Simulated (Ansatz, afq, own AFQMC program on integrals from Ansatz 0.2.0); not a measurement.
# HfC (triplet): AFQMC on the coupled-cluster ladder at distance Hf1–C2 = 1.467 Å, def2-SVP, part 2 of 2

Ansatz 0.2.0, Gaussian basis, and an in-house AFQMC program (afq) on its integrals; all values are calculated; def2-SVP, frozen cores. Earlier steps stand in the parts before.

### Step 10. Phaseless AFQMC, CISD trial on UHF

It reads the integrals that the CCSD(T) run on this determinant wrote.

On the command line:

```
afq ham --method phaseless --trial cisd --walkers 60 --populations 1 --least-time 40 --time-step 0.005 --steps-per-block 50 --equilibration-blocks 40 --max-blocks 300 --target-error 0.00034 --factor-cut 1e-05 --start spin_pure --seed 3685 --release-times 0.24,0.6,1.2,2,3,4.2 --release-step 0.04 --release-every 4 --taylor-order 6
```

The program printed:

```text
orbitals 41  electrons 5 3  factors 351 of 468
reference energy -84.92112568 Eh
CCSD correlation -0.18167964 Eh in 12 cycles, weight of the determinant in the CISD state 0.9019
energy of the start -85.102355 Eh
 block  time / (1/Eh)  mean weight  energy / Eh
     1     0.250  0.9998  -85.101696
     2     0.500  1.0005  -85.103717
     3     0.750  1.0016  -85.105974
     4     1.000  1.0003  -85.105296
     5     1.250  1.0000  -85.106378
     6     1.500  1.0012  -85.106470
     7     1.750  1.0005  -85.110757
     8     2.000  1.0018  -85.106738
     9     2.250  1.0011  -85.109492
    10     2.500  1.0003  -85.106212
    17     4.250  0.9981  -85.104939
    25     6.250  0.9998  -85.114333
    33     8.250  1.0011  -85.109400
    41    10.250  1.0007  -85.103910
    49    12.250  1.0013  -85.104736
    57    14.250  1.0002  -85.108235
    65    16.250  0.9981  -85.107656
    73    18.250  0.9991  -85.115888
    81    20.250  0.9984  -85.110447
    89    22.250  0.9998  -85.112489
    97    24.250  0.9969  -85.109294
   105    26.250  0.9985  -85.110562
   113    28.250  0.9999  -85.105589
   121    30.250  1.0011  -85.124404
   129    32.250  0.9974  -85.108391
   137    34.250  0.9996  -85.108808
   145    36.250  1.0009  -85.116882
   153    38.250  1.0019  -85.114061
   161    40.250  1.0008  -85.108372
   169    42.250  1.0009  -85.104069
   177    44.250  0.9994  -85.110564
   185    46.250  1.0008  -85.103684
   193    48.250  1.0016  -85.105740
   201    50.250  1.0002  -85.116432
   209    52.250  0.9991  -85.111504
   217    54.250  1.0014  -85.110275
   225    56.250  1.0020  -85.116844
   233    58.250  0.9998  -85.107124
   241    60.250  1.0011  -85.104470
   249    62.250  0.9976  -85.107159
   257    64.250  1.0004  -85.108712
   265    66.250  0.9990  -85.106689
   273    68.250  0.9995  -85.105322
   281    70.250  1.0015  -85.116579
   289    72.250  1.0005  -85.114948
   297    74.250  1.0002  -85.114930
   305    76.250  1.0018  -85.113054
   313    78.250  0.9984  -85.109117
   321    80.250  1.0003  -85.115069
   329    82.250  1.0012  -85.114313
   337    84.250  0.9995  -85.114361
blocks merged  error / Eh  count
     1  0.000243  300
     2  0.000294  150
     4  0.000344  75
     8  0.000357  37
    16  0.000343  18
    32  0.000379  9
released: time / (1/Eh)  energy / Eh  error  mean overlap
  0.24  -85.111255  0.000472  0.9961
  0.60  -85.111677  0.000389  0.9958
  1.20  -85.112188  0.000424  0.9890
  2.00  -85.111982  0.000531  0.9870
  3.00  -85.111561  0.000585  1.0015
  4.20  -85.113217  0.000790  0.9482
energy -85.110856 +/- 0.000357 Eh
```

It took 23 min on 1 thread of Intel Xeon Platinum 8259CL at 2.50GHz (Skylake/Cascade Lake), shared host.

Energy -2315.9844 ± 0.0097 eV. Caveats: constraint bias not in the error.

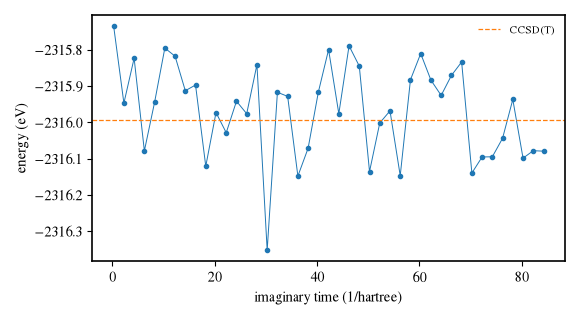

Block energies along the walk.

### Step 11. Phaseless AFQMC, single-determinant trial on UHF

It reads the integrals that the CCSD(T) run on this determinant wrote.

On the command line:

```
afq ham --method phaseless --trial hf --walkers 120 --populations 1 --least-time 40 --time-step 0.005 --steps-per-block 20 --equilibration-blocks 160 --max-blocks 600 --target-error 0.00102 --factor-cut 1e-05 --start spin_pure --seed 7891 --taylor-order 6
```

The program printed:

```text
orbitals 41  electrons 5 3  factors 351 of 468
reference energy -84.92112568 Eh
CCSD correlation -0.18167964 Eh in 12 cycles, weight of the determinant in the CISD state 0.9019
energy of the start -84.921344 Eh
 block  time / (1/Eh)  mean weight  energy / Eh
     1     0.100  1.0017  -84.959460
     2     0.200  0.9995  -84.991174
     3     0.300  1.0012  -85.002805
     4     0.400  1.0011  -85.018144
     5     0.500  0.9994  -85.038252
     6     0.600  1.0009  -85.038083
     7     0.700  0.9996  -85.046665
     8     0.800  1.0009  -85.062432
     9     0.900  0.9988  -85.068768
    10     1.000  1.0017  -85.069643
    20     2.000  0.9986  -85.085617
    39     3.900  0.9999  -85.094839
    58     5.800  1.0010  -85.094105
    77     7.700  1.0015  -85.118720
    96     9.600  0.9985  -85.108010
   115    11.500  0.9999  -85.096061
   134    13.400  0.9994  -85.142865
   153    15.300  0.9997  -85.110393
   172    17.200  1.0018  -85.111844
   191    19.100  1.0006  -85.123137
   210    21.000  1.0006  -85.134469
   229    22.900  1.0011  -85.099277
   248    24.800  0.9995  -85.115316
   267    26.700  0.9995  -85.129855
   286    28.600  1.0008  -85.125766
   305    30.500  0.9994  -85.123193
   324    32.400  1.0011  -85.120838
   343    34.300  1.0001  -85.097267
   362    36.200  0.9999  -85.117511
   381    38.100  1.0007  -85.118501
   400    40.000  1.0009  -85.088595
   419    41.900  0.9989  -85.109347
   438    43.800  0.9991  -85.084991
   457    45.700  0.9977  -85.089844
   476    47.600  1.0010  -85.098677
   495    49.500  0.9983  -85.102149
   514    51.400  0.9996  -85.072147
   533    53.300  0.9981  -85.130217
   552    55.200  0.9972  -85.117986
   571    57.100  1.0011  -85.093674
   590    59.000  1.0000  -85.113884
   609    60.900  1.0016  -85.082922
   628    62.800  1.0000  -85.082522
   647    64.700  1.0008  -85.079114
   666    66.600  1.0001  -85.117256
   685    68.500  0.9998  -85.098517
   704    70.400  1.0006  -85.095396
   723    72.300  1.0004  -85.125392
   742    74.200  1.0009  -85.136910
blocks merged  error / Eh  count
     1  0.000887  600
     2  0.001203  300
     4  0.001607  150
     8  0.002074  75
    16  0.002527  37
    32  0.002838  18
    64  0.002482  9
energy -85.112633 +/- 0.002838 Eh
```

Wall time 10 min (1 thread of Intel Xeon Platinum 8259CL at 2.50GHz (Skylake/Cascade Lake), shared host).

Energy -2316.0327 ± 0.0772 eV. Caveats: constraint bias not in the error; error above the target.

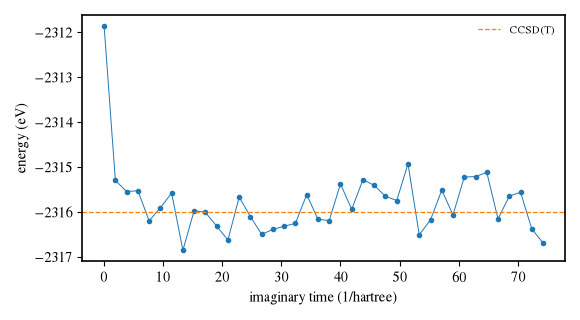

Block energies along the walk.

### Step 12. Free-projection AFQMC, CISD trial on UHF

It reads the integrals that the CCSD(T) run on this determinant wrote.

On the command line:

```
afq ham --method free --trial cisd --walkers 60 --time-step 0.03 --max-blocks 80 --target-error 0.00034 --factor-cut 1e-05 --seed 4421 --times 0,0.3,0.6,1.2,1.8,2.4,3.6,4.8,6 --taylor-order 8
```

The program printed:

```text
orbitals 41  electrons 5 3  factors 351 of 468
reference energy -84.92112568 Eh
CCSD correlation -0.18167964 Eh in 12 cycles, weight of the determinant in the CISD state 0.9019
repeat  energy at the last time / Eh  error
    10  -85.114537  0.002073
    20  -85.113590  0.001311
    30  -85.112791  0.001106
    40  -85.112702  0.000935
    50  -85.112306  0.000924
    60  -85.112617  0.000841
    70  -85.113011  0.000780
    80  -85.112931  0.000750
time / (1/Eh)  energy / Eh  error  mean overlap
  0.00  -85.102794  0.000171  1.1089
  0.30  -85.108118  0.000258  1.1123
  0.60  -85.109608  0.000239  1.1214
  1.20  -85.111213  0.000271  1.1325
  1.80  -85.111391  0.000363  1.1474
  2.40  -85.112213  0.000368  1.1484
  3.60  -85.111865  0.000488  1.1735
  4.80  -85.112704  0.000730  1.1957
  6.00  -85.112931  0.000750  1.2147
energy -85.112931 +/- 0.000750 Eh
```

Wall time 16 min (1 thread of Intel Xeon Platinum 8259CL at 2.50GHz (Skylake/Cascade Lake), shared host).

Energy -2316.0408 ± 0.0204 eV. Caveats: remainder of the start not in the error; error above the target.

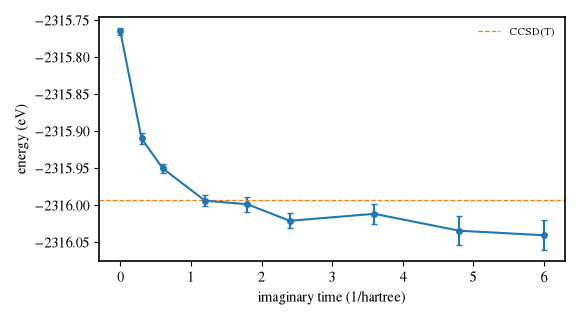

Energy against projection time, with error bars.

### Step 13. All levels side by side

On the UHF determinant, counted from CCSDT(Q) (a yardstick, not exact):

| level | energy (eV) | from CCSDT(Q) (meV) | statistical error (meV) | time |
| --- | --- | --- | --- | --- |
| HF | -2310.8216 | +5202.4 |  |  |
| MP2 | -2315.5833 | +440.6 |  |  |
| CCSD | -2315.7653 | +258.6 |  |  |
| CCSD(T) | -2315.9932 | +30.7 |  |  |
| CCSDT(Q) | -2316.0239 | 0.0 |  |  |
| Phaseless AFQMC, CISD trial, step 0.005, 60 walkers | -2315.9844 | +39.5 | 9.7 | 23 min |
| Phaseless AFQMC, single-determinant trial, step 0.005, 120 walkers | -2316.0327 | -8.8 | 77.2 | 10 min |
| Free-projection AFQMC, CISD trial, step 0.03, 60 walkers | -2316.0408 | -16.9 | 20.4 | 16 min |

The functionals' totals stand on their own zeros and serve differences with other points: PBE -2330.920 eV; r2SCAN -2331.494 eV; PBE0 -2330.021 eV; B3LYP -2332.027 eV; wB97M-V -2328.808 eV; B2PLYP -2325.603 eV.

### Step 14. Outcome

What follows sums up all 2 parts.

| quantity | value |
| --- | --- |
| CCSD(T) on UHF from CCSDT(Q) | +30.7 meV |
| Phaseless AFQMC, CISD trial on UHF from CCSDT(Q) | +39.5 ± 9.7 meV |
| Phaseless AFQMC, single-determinant trial on UHF from CCSDT(Q) | -8.8 ± 77.2 meV |
| Free-projection AFQMC, CISD trial on UHF from CCSDT(Q) | -16.9 ± 20.4 meV |

On UHF the phaseless walk with the CISD trial lies +39.5 meV from CCSDT(Q), 4 times its error bar. Free projection has no constraint; at the last time it gives -16.9 ± 20.4 meV, and from a start that isn't spin pure other spins can mix in. Error bars are statistical and leave out the constraint, the time step and what remains of the start. Hf carries a core potential, and spin-orbit coupling is left out.
